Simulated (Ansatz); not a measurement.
Phonon calculation of CH$_{6}$AlF

CH$_{6}$AlF, computed with RKS PBE0-D4/def2-TZVP (Ansatz 0.2.0).

The geometry is a transition state. The reaction was set up to form Al1–C6 and F2–H5 and to break Al1–F2 and H5–C6 (atoms counted from 1 in the order of the input); sticks are drawn by distance alone. The geometry comes from this level: PBE0-D4/def2-TZVP. Figures and captions count atoms from 1; the log counts them from 0 in places.

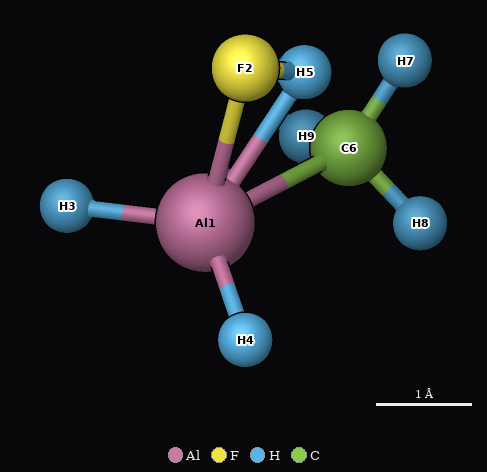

Figure 1. The input geometry (ball-and-stick view, seen at a tilt; atoms are numbered from 1 in the order of the input). Sticks mark near contacts. Bond lengths as drawn: Al–C 2.06 Å, Al–F 1.96 Å, Al–H 1.58 to 1.90 Å, C–H 1.09 to 1.10 Å and F–H 1.03 Å.

The input:
```yaml
crystal:
  periodic: [false, false, false]
  atoms:
    - {symbol: Al, position_ang: [-0.479577, -0.994988, 0.164383]}
    - {symbol: F, position_ang: [-1.659807, 0.331422, -0.670766]}
    - {symbol: H, position_ang: [-0.206515, -2.125781, -0.908326]}
    - {symbol: H, position_ang: [-1.058356, -1.299612, 1.605285]}
    - {symbol: H, position_ang: [-0.738023, 0.770505, -0.502318]}
    - {symbol: C, position_ang: [0.788869, 0.622997, 0.062025]}
    - {symbol: H, position_ang: [0.607178, 1.639512, -0.326852]}
    - {symbol: H, position_ang: [1.102792, 0.789311, 1.096169]}
    - {symbol: H, position_ang: [1.643341, 0.266633, -0.519697]}
basis:
  gaussian: {orbitals: def2-TZVP}
hamiltonian: {xc: pbe0, dispersion: d4}
phonons: {temperatures: {t_min: 298.15, t_max: 900, t_step: 200}}
```

Hardware: 2 CPU threads, shared host.

What the program printed:
```
Functional definition: PBE0
  name "PBE0"
  cite "Adamo & Barone, J. Chem. Phys. 110, 6158 (1999) doi:10.1063/1.478522"
  cite "Perdew, Burke & Ernzerhof, Phys. Rev. Lett. 77, 3865 (1996) doi:10.1103/PhysRevLett.77.3865"
  parent pbe
  parameter a = 0.25
  parameter kappa = 0.804
  parameter beta = 0.06672455060314922
  exchange = (1 - a)*pbe_x(kappa = kappa, mu = beta*pi^2/3) + a*exact_x
  correlation = pbe_c(beta = beta)
879 factors; their error is unknown
mean field evaluation 1: about -10437.6140 eV, gradient 5.2e1 eV
mean field evaluation 2: about -10436.1294 eV, gradient 5.5e1 eV
mean field evaluation 4: about -10443.1172 eV, gradient 1.1e0 eV
mean field evaluation 8: about -10443.1379 eV, gradient 3.3e-2 eV
mean field -10443.13793220 eV, -383.7782403952 hartree, gradient 6.6e-6 eV, S^2 0.000000; 0 other end points of the search recorded, 0 dependent functions left out
the calculation of the forces begins
reference -10443.13796368 eV, -383.7782415519 hartree; 17, 17 occupied and 118, 118 virtual orbitals, 879 factors
these checks for a lower state are left out or cut short: stability, starts, cluster_reference, orbital_swaps, neighbouring_geometries, increment
879 factors; their error is unknown
mean field evaluation 16: about -10443.1191 eV, gradient 2.7e-1 eV
mean field -10443.13789811 eV, -383.7782391425 hartree, gradient 1.4e-6 eV, S^2 0.000000; 0 other end points of the search recorded, 0 dependent functions left out
[... from here on the field's lines of each further geometry are left out, up to the last ...]
the calculation of the forces begins
reference -10443.13792631 eV, -383.7782401788 hartree; 17, 17 occupied and 118, 118 virtual orbitals, 879 factors
these checks for a lower state are left out or cut short: stability, starts, cluster_reference, orbital_swaps, neighbouring_geometries, increment
879 factors; their error is unknown
mean field -10443.13789200 eV, -383.7782389179 hartree, gradient 8.5e-7 eV, S^2 0.000000; 0 other end points of the search recorded, 0 dependent functions left out
the calculation of the forces begins
reference -10443.13792348 eV, -383.7782400747 hartree; 17, 17 occupied and 118, 118 virtual orbitals, 879 factors
WARN: phonons: modes at or below zero, which the zero-point energy, F, S and C_V leave out: 1, the lowest at -434.75 cm⁻¹. A minimum has none, and a first-order saddle one
Total energy: -10443.23697230 eV, -383.7818800516 hartree
Atom 0 at    -0.479577    -0.994988     0.164383 Å, force    -0.000080     0.000463    -0.000303 eV/Å
Atom 1 at    -1.659807     0.331422    -0.670766 Å, force     0.000759     0.000195     0.000335 eV/Å
Atom 2 at    -0.206515    -2.125781    -0.908326 Å, force    -0.000108    -0.000187    -0.000145 eV/Å
Atom 3 at    -1.058356    -1.299612     1.605285 Å, force    -0.000090    -0.000058     0.000212 eV/Å
Atom 4 at    -0.738023     0.770505    -0.502318 Å, force    -0.000571    -0.000479    -0.000098 eV/Å
Atom 5 at     0.788869     0.622997     0.062025 Å, force     0.000143    -0.000053    -0.000141 eV/Å
Atom 6 at     0.607178     1.639512    -0.326852 Å, force    -0.000169    -0.000011    -0.000061 eV/Å
Atom 7 at     1.102792     0.789311     1.096169 Å, force    -0.000037     0.000015    -0.000028 eV/Å
Atom 8 at     1.643341     0.266633    -0.519697 Å, force     0.000153     0.000114     0.000228 eV/Å
Dipole moment:     0.234053     0.340323    -0.032270 e Å
Vibrations: -434.75 60.47 360.06 391.32 438.56 444.76 563.47 593.57 707.72 765.54 1000.47 1036.07 1265.54 1428.48 1445.13 1936.72 1940.57 2334.18 3000.52 3082.74 3137.36 cm⁻¹, zero-point energy 1.607655 eV
```

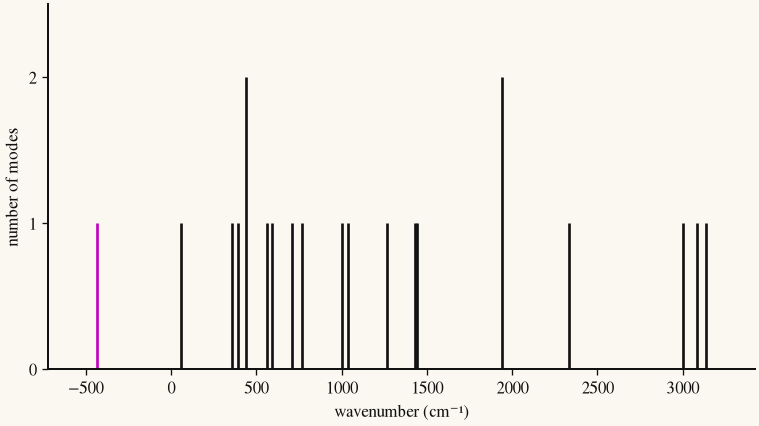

Figure 2. Harmonic vibrational wavenumbers from the force constants; neighbouring modes closer than 16 cm⁻¹ are counted in one stick, and imaginary ones are drawn at negative wavenumbers. 21 modes from 435i to 3137 cm⁻¹, 1 imaginary beyond 8i (435i cm⁻¹): a first-order saddle point, if the geometry is stationary.

Summary:

- outcome: converged
- total energy: −10443.2370 eV
- mean-field energy: −10443.1380 eV
- dispersion energy: −0.0990 eV
- largest force (length of the vector): 0.001 eV/Å
- dipole moment: 1.99 D
- wall time: 80 s (CPU time 2.4 min)
- peak memory: 0.26 GiB
